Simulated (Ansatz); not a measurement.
Geometry relaxation of CH10N2OSi2 (part 1 of 3)

- system: CH10N2OSi2
- method: RKS PBE0/6-31G (Ansatz 0.2.0)

It belongs to a series of runs on one base structure; here: start relaxed. Figures and captions count atoms from 1; the log counts them from 0 in places.

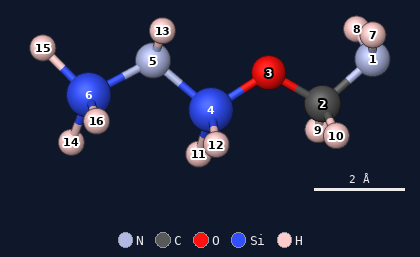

The starting structure (ball-and-stick view, seen at a tilt; atoms are numbered from 1 in the order of the input).

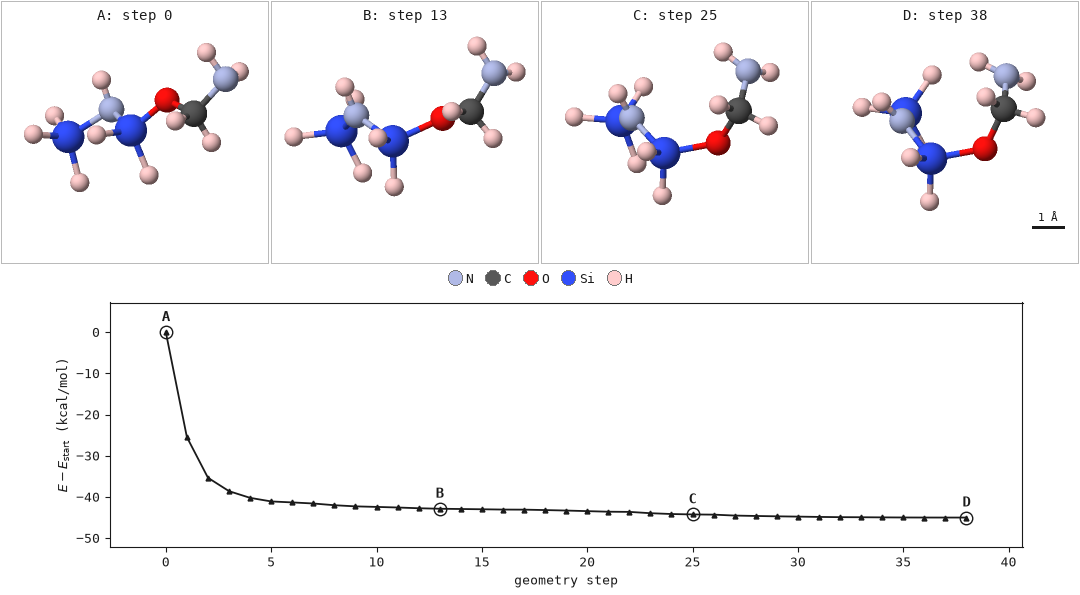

Frames of the relaxation (ball-and-stick view, seen at a tilt) above the curves, on which the letters mark them (the first geometry is step 0 here and step 1 in the log).

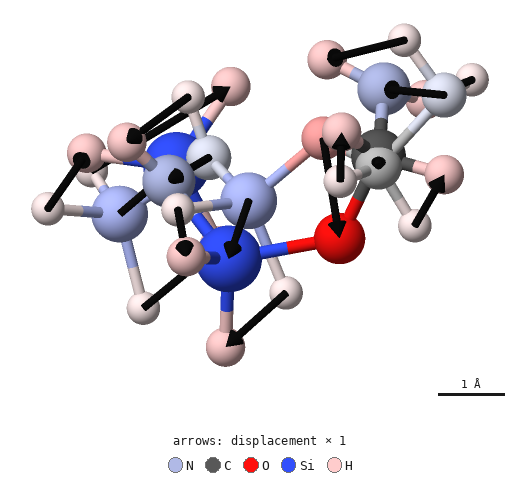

Start (faint) and end (solid) with the displacements as black arrows, at true length (ball-and-stick view, seen at a tilt). The two geometries are laid on each other by the best rigid fit. The energy falls by 45.0 kcal/mol in 38 geometry steps. Largest force component: 5.7 eV/Å at the start, 0.015 eV/Å at the end. H15 moves most after the best rigid fit: 2.65 Å. By element the largest moves are H 2.65 Å, N 1.75 Å, O 1.60 Å, Si 1.22 Å, C 0.24 Å. Among the contacts that change: O3–Si4 1.561 → 1.726 Å, N1–C2 1.510 → 1.419 Å, N5–Si6 1.698 → 1.780 Å, Si4–N5 1.705 → 1.771 Å. Among the angles that change: Si4–N5–Si6 111.3° → 125.9°, C2–N1–H7 103.3° → 116.9°, H7–N1–H8 102.4° → 113.7°. (Atoms are counted from 1 in the order of the input.)

The input and output of the run follow.

The input:
```yaml
crystal:
  periodic: [false, false, false]
  atoms:
    - { symbol: "N", position_ang: [2.856, -1.4797, 1.3309] }
    - { symbol: C, position_ang: [1.4287, -1.0081, 1.473] }
    - { symbol: O, position_ang: [0.9832, -0.4488, 0.2346] }
    - { symbol: Si, position_ang: [-0.4622, 0.1358, 0.1506] }
    - { symbol: "N", position_ang: [-0.7795, 0.4351, -1.4979] }
    - { symbol: Si, position_ang: [-2.2647, 1.2313, -1.7041] }
    - { symbol: H, position_ang: [3.3607, -0.6239, 0.9958] }
    - { symbol: H, position_ang: [2.8632, -2.0632, 0.5234] }
    - { symbol: H, position_ang: [0.8222, -1.8554, 1.7882] }
    - { symbol: H, position_ang: [1.3833, -0.2631, 2.3048] }
    - { symbol: H, position_ang: [-1.4943, -0.9003, 0.6585] }
    - { symbol: H, position_ang: [-0.6013, 1.3823, 0.9569] }
    - { symbol: H, position_ang: [-0.078, 1.0583, -1.8312] }
    - { symbol: H, position_ang: [-3.3988, 0.3797, -1.1899] }
    - { symbol: H, position_ang: [-2.4154, 1.4358, -3.1503] }
    - { symbol: H, position_ang: [-2.2258, 2.5616, -0.9989] }
basis:
  gaussian: { orbitals: "6-31G" }
hamiltonian:
  xc: pbe0
relax:
  f_tol: 0.02
  max_steps: 40
scf:
  lower_state_search: "off"
```

Command:
```bash
ansatz run input.yaml --threads 1 --pin off --max-ram 2048MiB --backend cpu --events-out ev --progress --plain --runs-dir out
```

Output:
```
The last accepted step is kept in [file] (removed where the run ends without a failure and the disk answers)
Engine: ansatz 0.2.0, aarch64-unknown-linux-gnu
Functional definition: PBE0
  parameter a = 0.25
  parameter kappa = 0.804
  parameter beta = 0.06672455060314922
  exchange = (1 - a)*pbe_x(kappa = kappa, mu = beta*pi^2/3) + a*exact_x
  correlation = pbe_c(beta = beta)
these checks for a lower state are left out or cut short: stability, starts, cluster_reference, orbital_swaps, neighbouring_geometries, increment
1158 factors; integrals over basis functions are off by at most 1.5e-4 eV
mean field evaluation 1: about -21952.9125 eV, gradient 7.2e1 eV
mean field evaluation 2: about -21938.9300 eV, gradient 1.1e2 eV
mean field evaluation 4: about -21963.0541 eV, gradient 5.5e0 eV
mean field evaluation 8: about -21963.1097 eV, gradient 8.2e-2 eV
mean field evaluation 16: about -21963.1097 eV, gradient 4.5e-6 eV
mean field -21963.10972738 eV, -807.1293953508 hartree, gradient 4.5e-6 eV, S^2 0.000000; 0 other end points of the search recorded, 0 dependent functions left out
the calculation of the forces begins
reference -21963.10975850 eV, -807.1293964942 hartree; 33, 33 occupied and 49, 49 virtual orbitals, 1158 factors
relax step   1: F+E_penalty+E_count = -21963.10972738 eV  Δ(F+E_penalty+E_count) = +0.000e0 eV  max|allowed force component| = 5.722e0 eV/Å  Δτ_max = 0.0000 Å  (14 SCF iters, accepted)
these checks for a lower state are left out or cut short: stability, starts, cluster_reference, orbital_swaps, neighbouring_geometries, increment
1158 factors; integrals over basis functions are off by at most 1.6e-4 eV
mean field -21964.21482677 eV, -807.1700070043 hartree, gradient 4.0e-6 eV, S^2 0.000000; 0 other end points of the search recorded, 0 dependent functions left out
[... from here on the field's lines of each further geometry are left out, up to the last ...]
relax step   2: F+E_penalty+E_count = -21964.21482677 eV  Δ(F+E_penalty+E_count) = -1.105e0 eV  max|allowed force component| = 2.969e0 eV/Å  Δτ_max = 0.1959 Å  (19 SCF iters, accepted)
relax step   3: F+E_penalty+E_count = -21964.64232684 eV  Δ(F+E_penalty+E_count) = -4.275e-1 eV  max|allowed force component| = 1.261e0 eV/Å  Δτ_max = 0.1950 Å  (20 SCF iters, accepted)
relax step   4: F+E_penalty+E_count = -21964.78344223 eV  Δ(F+E_penalty+E_count) = -1.411e-1 eV  max|allowed force component| = 5.863e-1 eV/Å  Δτ_max = 0.2000 Å  (20 SCF iters, accepted)
relax step   5: F+E_penalty+E_count = -21964.85387981 eV  Δ(F+E_penalty+E_count) = -7.044e-2 eV  max|allowed force component| = 3.094e-1 eV/Å  Δτ_max = 0.2000 Å  (19 SCF iters, accepted)
relax step   6: F+E_penalty+E_count = -21964.89161273 eV  Δ(F+E_penalty+E_count) = -3.773e-2 eV  max|allowed force component| = 1.681e-1 eV/Å  Δτ_max = 0.2000 Å  (19 SCF iters, accepted)
relax step   7: F+E_penalty+E_count = -21964.90196684 eV  Δ(F+E_penalty+E_count) = -1.035e-2 eV  max|allowed force component| = 2.604e-1 eV/Å  Δτ_max = 0.1905 Å  (19 SCF iters, accepted)
relax step   8: F+E_penalty+E_count = -21964.91332851 eV  Δ(F+E_penalty+E_count) = -1.136e-2 eV  max|allowed force component| = 2.280e-1 eV/Å  Δτ_max = 0.0618 Å  (20 SCF iters, accepted)
relax step   9: F+E_penalty+E_count = -21964.93144074 eV  Δ(F+E_penalty+E_count) = -1.811e-2 eV  max|allowed force component| = 1.151e-1 eV/Å  Δτ_max = 0.2000 Å  (18 SCF iters, accepted)
relax step  10: F+E_penalty+E_count = -21964.94349927 eV  Δ(F+E_penalty+E_count) = -1.206e-2 eV  max|allowed force component| = 2.130e-1 eV/Å  Δτ_max = 0.1952 Å  (18 SCF iters, accepted)
relax step  11: F+E_penalty+E_count = -21964.94921273 eV  Δ(F+E_penalty+E_count) = -5.713e-3 eV  max|allowed force component| = 4.110e-1 eV/Å  Δτ_max = 0.1943 Å  (18 SCF iters, accepted)
relax step  12: F+E_penalty+E_count = -21964.95544202 eV  Δ(F+E_penalty+E_count) = -6.229e-3 eV  max|allowed force component| = 2.846e-1 eV/Å  Δτ_max = 0.0592 Å  (20 SCF iters, accepted)
relax step  13: F+E_penalty+E_count = -21964.96327225 eV  Δ(F+E_penalty+E_count) = -7.830e-3 eV  max|allowed force component| = 1.025e-1 eV/Å  Δτ_max = 0.1292 Å  (19 SCF iters, accepted)
relax step  14: F+E_penalty+E_count = -21964.96872679 eV  Δ(F+E_penalty+E_count) = -5.455e-3 eV  max|allowed force component| = 1.581e-1 eV/Å  Δτ_max = 0.1876 Å  (18 SCF iters, accepted)
relax step  15: F+E_penalty+E_count = -21964.97126673 eV  Δ(F+E_penalty+E_count) = -2.540e-3 eV  max|allowed force component| = 1.885e-1 eV/Å  Δτ_max = 0.0958 Å  (19 SCF iters, accepted)
relax step  16: F+E_penalty+E_count = -21964.97403421 eV  Δ(F+E_penalty+E_count) = -2.767e-3 eV  max|allowed force component| = 7.541e-2 eV/Å  Δτ_max = 0.0517 Å  (20 SCF iters, accepted)
relax step  17: F+E_penalty+E_count = -21964.97717576 eV  Δ(F+E_penalty+E_count) = -3.142e-3 eV  max|allowed force component| = 7.308e-2 eV/Å  Δτ_max = 0.1013 Å  (19 SCF iters, accepted)
relax step  18: F+E_penalty+E_count = -21964.97803880 eV  Δ(F+E_penalty+E_count) = -8.630e-4 eV  max|allowed force component| = 1.980e-1 eV/Å  Δτ_max = 0.1640 Å  (18 SCF iters, accepted)
relax step  19: F+E_penalty+E_count = -21964.98242264 eV  Δ(F+E_penalty+E_count) = -4.384e-3 eV  max|allowed force component| = 1.300e-1 eV/Å  Δτ_max = 0.0446 Å  (20 SCF iters, accepted)
relax step  20: F+E_penalty+E_count = -21964.98750832 eV  Δ(F+E_penalty+E_count) = -5.086e-3 eV  max|allowed force component| = 1.216e-1 eV/Å  Δτ_max = 0.0850 Å  (19 SCF iters, accepted)
relax step  21: F+E_penalty+E_count = -21964.99374722 eV  Δ(F+E_penalty+E_count) = -6.239e-3 eV  max|allowed force component| = 2.477e-1 eV/Å  Δτ_max = 0.1944 Å  (19 SCF iters, accepted)
relax step  22: F+E_penalty+E_count = -21964.99976800 eV  Δ(F+E_penalty+E_count) = -6.021e-3 eV  max|allowed force component| = 2.191e-1 eV/Å  Δτ_max = 0.0813 Å  (20 SCF iters, accepted)
relax step  23: F+E_penalty+E_count = -21965.00163039 eV  Δ(F+E_penalty+E_count) = -1.862e-3 eV  max|allowed force component| = 2.380e-1 eV/Å  Δτ_max = 0.1999 Å  (19 SCF iters, accepted)
relax step  24: F+E_penalty+E_count = -21965.01548849 eV  Δ(F+E_penalty+E_count) = -1.386e-2 eV  max|allowed force component| = 1.136e-1 eV/Å  Δτ_max = 0.1000 Å  (20 SCF iters, accepted)
relax step  25: F+E_penalty+E_count = -21965.02408100 eV  Δ(F+E_penalty+E_count) = -8.593e-3 eV  max|allowed force component| = 2.054e-1 eV/Å  Δτ_max = 0.1625 Å  (20 SCF iters, accepted)
relax step  26: F+E_penalty+E_count = -21965.02854466 eV  Δ(F+E_penalty+E_count) = -4.464e-3 eV  max|allowed force component| = 3.096e-1 eV/Å  Δτ_max = 0.1680 Å  (20 SCF iters, accepted)
relax step  27: F+E_penalty+E_count = -21965.03051578 eV  Δ(F+E_penalty+E_count) = -1.971e-3 eV  max|allowed force component| = 4.285e-1 eV/Å  Δτ_max = 0.0986 Å  (20 SCF iters, accepted)
relax step  28: F+E_penalty+E_count = -21965.04036555 eV  Δ(F+E_penalty+E_count) = -9.850e-3 eV  max|allowed force component| = 2.774e-1 eV/Å  Δτ_max = 0.0862 Å  (20 SCF iters, accepted)
relax step  29: F+E_penalty+E_count = -21965.04460211 eV  Δ(F+E_penalty+E_count) = -4.237e-3 eV  max|allowed force component| = 1.301e-1 eV/Å  Δτ_max = 0.0987 Å  (20 SCF iters, accepted)
relax step  30: F+E_penalty+E_count = -21965.04841060 eV  Δ(F+E_penalty+E_count) = -3.808e-3 eV  max|allowed force component| = 2.313e-1 eV/Å  Δτ_max = 0.1698 Å  (20 SCF iters, accepted)
relax step  31: F+E_penalty+E_count = -21965.05137281 eV  Δ(F+E_penalty+E_count) = -2.962e-3 eV  max|allowed force component| = 1.542e-1 eV/Å  Δτ_max = 0.0564 Å  (21 SCF iters, accepted)
relax step  32: F+E_penalty+E_count = -21965.05468116 eV  Δ(F+E_penalty+E_count) = -3.308e-3 eV  max|allowed force component| = 8.285e-2 eV/Å  Δτ_max = 0.1095 Å  (20 SCF iters, accepted)
relax step  33: F+E_penalty+E_count = -21965.05713437 eV  Δ(F+E_penalty+E_count) = -2.453e-3 eV  max|allowed force component| = 6.431e-2 eV/Å  Δτ_max = 0.1382 Å  (20 SCF iters, accepted)
relax step  34: F+E_penalty+E_count = -21965.05803608 eV  Δ(F+E_penalty+E_count) = -9.017e-4 eV  max|allowed force component| = 1.333e-1 eV/Å  Δτ_max = 0.1717 Å  (20 SCF iters, accepted)
relax step  35: F+E_penalty+E_count = -21965.05946243 eV  Δ(F+E_penalty+E_count) = -1.426e-3 eV  max|allowed force component| = 7.681e-2 eV/Å  Δτ_max = 0.0293 Å  (21 SCF iters, accepted)
relax step  36: F+E_penalty+E_count = -21965.06051751 eV  Δ(F+E_penalty+E_count) = -1.055e-3 eV  max|allowed force component| = 4.549e-2 eV/Å  Δτ_max = 0.0375 Å  (21 SCF iters, accepted)
relax step  37: F+E_penalty+E_count = -21965.06106911 eV  Δ(F+E_penalty+E_count) = -5.516e-4 eV  max|allowed force component| = 3.422e-2 eV/Å  Δτ_max = 0.0767 Å  (20 SCF iters, accepted)
the calculation of the forces begins
reference -21965.06130158 eV, -807.2011143796 hartree; 33, 33 occupied and 49, 49 virtual orbitals, 1158 factors
relax step  38: F+E_penalty+E_count = -21965.06127016 eV  Δ(F+E_penalty+E_count) = -2.010e-4 eV  max|allowed force component| = 2.120e-2 eV/Å  Δτ_max = 0.0257 Å  (21 SCF iters, accepted)
these checks for a lower state are left out or cut short: stability, starts, cluster_reference, orbital_swaps, neighbouring_geometries, increment
1158 factors; integrals over basis functions are off by at most 1.6e-4 eV
mean field -21965.06134921 eV, -807.2011161300 hartree, gradient 2.7e-6 eV, S^2 0.000000; 0 other end points of the search recorded, 0 dependent functions left out
the calculation of the forces begins
reference -21965.06138062 eV, -807.2011172845 hartree; 33, 33 occupied and 49, 49 virtual orbitals, 1158 factors
relax step  39: F+E_penalty+E_count = -21965.06134921 eV  Δ(F+E_penalty+E_count) = -7.905e-5 eV  max|allowed force component| = 1.476e-2 eV/Å  Δτ_max = 0.0090 Å  (12 SCF iters, accepted)
Total energy: -21965.06138062 eV, -807.2011172845 hartree
Atom 0 at     1.896638    -1.155280    -0.135211 Å, force    -0.003992    -0.002813     0.000589 eV/Å
Atom 1 at     1.463172    -1.061653     1.212426 Å, force     0.014761     0.005614     0.001360 eV/Å
Atom 2 at     0.011782    -0.995464     1.396840 Å, force    -0.004382    -0.002457     0.002575 eV/Å
Atom 3 at    -0.943274     0.433876     1.242428 Å, force    -0.000605    -0.001601     0.000296 eV/Å
Atom 4 at    -0.751956     1.297817    -0.291110 Å, force    -0.002039    -0.000503    -0.003139 eV/Å
Atom 5 at    -1.292092     0.724310    -1.887475 Å, force    -0.004881    -0.008473    -0.001249 eV/Å
Atom 6 at     1.806250    -0.325655    -0.702466 Å, force     0.000336    -0.002055    -0.000256 eV/Å
Atom 7 at     1.660844    -2.007161    -0.621412 Å, force     0.000953     0.004090     0.000860 eV/Å
Atom 8 at     1.764598    -1.956291     1.758678 Å, force    -0.003340     0.003455    -0.000958 eV/Å
Atom 9 at     1.930045    -0.185322     1.680134 Å, force    -0.005241    -0.006487    -0.002483 eV/Å
Atom 10 at    -2.338275    -0.079535     1.390851 Å, force     0.000077     0.000389    -0.000206 eV/Å
Atom 11 at    -0.557590     1.445299     2.293700 Å, force     0.000456     0.000157    -0.001078 eV/Å
Atom 12 at    -0.290224     2.197725    -0.249887 Å, force     0.004600     0.004050     0.002077 eV/Å
Atom 13 at    -2.285297    -0.375261    -1.650662 Å, force    -0.000149     0.001054     0.001574 eV/Å
Atom 14 at    -0.167033     0.172908    -2.731150 Å, force     0.003453     0.003832    -0.000808 eV/Å
Atom 15 at    -1.930288     1.847085    -2.661282 Å, force    -0.000005     0.001749     0.000848 eV/Å
Dipole moment:     0.090823     0.355172    -0.242411 e Å
Checks for a lower state left out: stability, starts, cluster_reference, orbital_swaps, neighbouring_geometries, increment
```

Trajectory as extended XYZ (Å, eV, eV/Å), 39 frames, from step=1 to step=39:
```
16
Properties=species:S:1:pos:R:3:forces:R:3 step=1 energy=-21963.10973
N     2.8560   -1.4797    1.3309   -1.4686   2.7089   0.0410
C     1.4287   -1.0081    1.4730    2.5632  -0.5310   1.0100
O     0.9832   -0.4488    0.2346    5.4561  -2.2508   1.0160
Si   -0.4622    0.1358    0.1506   -5.7221   0.3354   1.1209
N    -0.7795    0.4351   -1.4979    1.0054  -0.0460   0.0464
Si   -2.2647    1.2313   -1.7041   -3.0352   0.7943  -0.9405
H     3.3607   -0.6239    0.9958   -0.0627  -0.7477   0.7565
H     2.8632   -2.0632    0.5234    0.0433  -1.2714  -0.7471
H     0.8222   -1.8554    1.7882   -0.2404  -0.2607  -0.2648
H     1.3833   -0.2631    2.3048    0.1733  -0.2575  -0.6192
H    -1.4943   -0.9003    0.6585    0.3341   0.4935  -0.1237
H    -0.6013    1.3823    0.9569    0.0270   0.3610   0.3680
H    -0.0780    1.0583   -1.8312    1.3933   0.0381  -1.1888
H    -3.3988    0.3797   -1.1899    0.1195   0.1601   0.0487
H    -2.4154    1.4358   -3.1503   -0.3050   0.2930  -0.5815
H    -2.2258    2.5616   -0.9989   -0.2812   0.1806   0.0583
16
Properties=species:S:1:pos:R:3:forces:R:3 step=2 energy=-21964.21483
N     2.9013   -1.4807    1.3446   -0.9949   1.0075  -0.5688
C     1.5068   -1.0471    1.5181    1.6166  -0.3980   0.5293
O     1.0182   -0.4783    0.2962    2.5203  -0.9813   0.1703
Si   -0.4912    0.1199    0.1983   -2.9692   0.6510   0.2708
N    -0.8143    0.5043   -1.4698    0.9951   0.8779  -0.4054
Si   -2.3485    1.2818   -1.8124   -0.9785   0.3575  -0.0365
H     3.4481   -0.6546    1.0495   -0.0930  -0.4776   0.4363
H     2.9218   -2.1284    0.5569    0.1475  -0.2787   0.1900
H     0.8922   -1.9068    1.8039    0.0189  -0.0755  -0.0316
H     1.4697   -0.2992    2.3287    0.0448  -0.1435  -0.1626
H    -1.5201   -0.8754    0.6967    0.0673   0.0789  -0.0836
H    -0.6128    1.3662    1.0439    0.0614   0.0626   0.1978
H    -0.0346    1.0155   -1.9100   -0.1892  -0.7599  -0.0607
H    -3.4546    0.4407   -1.2392    0.0094  -0.0186  -0.0967
H    -2.5117    1.5065   -3.2737   -0.0688   0.0195  -0.2123
H    -2.3930    2.6130   -1.0871   -0.1877   0.0781  -0.1364
16
Properties=species:S:1:pos:R:3:forces:R:3 step=3 energy=-21964.64233
N     2.9273   -1.4821    1.3385    0.0403  -0.0428  -0.7080
C     1.5811   -1.0737    1.5405    0.1195  -0.2550   0.2886
O     1.0369   -0.4931    0.3322    0.3627  -0.0891  -0.2663
Si   -0.5394    0.1383    0.2433   -0.4983   0.3896  -0.0510
N    -0.8537    0.6050   -1.4286    1.2148   0.8045  -0.8013
Si   -2.4183    1.3532   -1.8575    0.1235  -0.0109   0.1488
H     3.5168   -0.6867    1.0967    0.0663  -0.1955   0.1761
H     2.9886   -2.1877    0.5960    0.0982   0.1989   0.4532
H     0.9723   -1.9430    1.8200    0.0381   0.0088   0.0409
H     1.5416   -0.3359    2.3484    0.0178   0.0328   0.0737
H    -1.5617   -0.8714    0.6847   -0.0906  -0.0310   0.0147
H    -0.6161    1.3594    1.1482   -0.0257  -0.1310   0.0794
H    -0.0134    0.9096   -1.9871   -1.2609  -0.6825   0.7832
H    -3.4955    0.4576   -1.3113   -0.0490   0.0534  -0.0435
H    -2.5521    1.5209   -3.3403    0.0195  -0.0136  -0.0384
H    -2.5370    2.7068   -1.1793   -0.1762  -0.0364  -0.1502
16
Properties=species:S:1:pos:R:3:forces:R:3 step=4 energy=-21964.78344
N     2.9521   -1.4943    1.3182   -0.1682   0.0513  -0.5270
C     1.6061   -1.0875    1.5255    0.0204  -0.0300   0.0779
O     0.9930   -0.5758    0.2956    0.2681  -0.0593   0.0448
Si   -0.5632    0.1548    0.2804   -0.1235   0.0533  -0.0399
N    -0.8513    0.7215   -1.3644    0.4991   0.4391  -0.2637
Si   -2.4274    1.3731   -1.8758    0.0328   0.0265  -0.0173
H     3.5697   -0.7222    1.0854    0.0005  -0.1065   0.1047
H     3.0304   -2.2368    0.6232    0.0594   0.1126   0.3008
H     1.0148   -1.9440    1.8730    0.0466   0.0251  -0.0054
H     1.5743   -0.2972    2.2858    0.0520  -0.0481   0.0458
H    -1.6332   -0.8362    0.6573   -0.0899   0.0293  -0.0136
H    -0.5891    1.2936    1.2913    0.0547  -0.1183  -0.0129
H    -0.0244    0.9610   -1.9295   -0.5863  -0.3233   0.3996
H    -3.4964    0.4662   -1.3325   -0.0213   0.0105  -0.0164
H    -2.5031    1.4418   -3.3750    0.0210  -0.0126   0.0125
H    -2.6750    2.7594   -1.3141   -0.0652  -0.0497  -0.0900
16
Properties=species:S:1:pos:R:3:forces:R:3 step=5 energy=-21964.85388
N     2.9485   -1.4809    1.2623   -0.0001  -0.0934  -0.0195
C     1.6058   -1.1126    1.5204    0.3094  -0.0440  -0.2384
O     0.9566   -0.6338    0.2935   -0.1848  -0.0305   0.0009
Si   -0.5728    0.1694    0.3130   -0.0696   0.2404   0.0234
N    -0.8438    0.8710   -1.2793    0.2168  -0.0340  -0.1732
Si   -2.4325    1.3741   -1.8974    0.0653   0.0314   0.1054
H     3.5752   -0.7184    1.0400   -0.0757  -0.0468   0.0360
H     3.0685   -2.2744    0.6431   -0.0433   0.1125   0.1306
H     1.0477   -1.9807    1.8903    0.0380   0.0318   0.0073
H     1.5852   -0.3152    2.2729   -0.0298  -0.0087   0.0309
H    -1.7484   -0.7295    0.6044    0.0196  -0.0325   0.0243
H    -0.4955    1.2247    1.4013    0.0155  -0.0792   0.0505
H    -0.0222    1.0489   -1.8516   -0.1697  -0.0157   0.1531
H    -3.4495    0.4430   -1.2947   -0.0424   0.0244  -0.0652
H    -2.4525    1.3108   -3.3995    0.0006  -0.0231   0.0090
H    -2.7930    2.7809   -1.4741   -0.0498  -0.0327  -0.0751
```
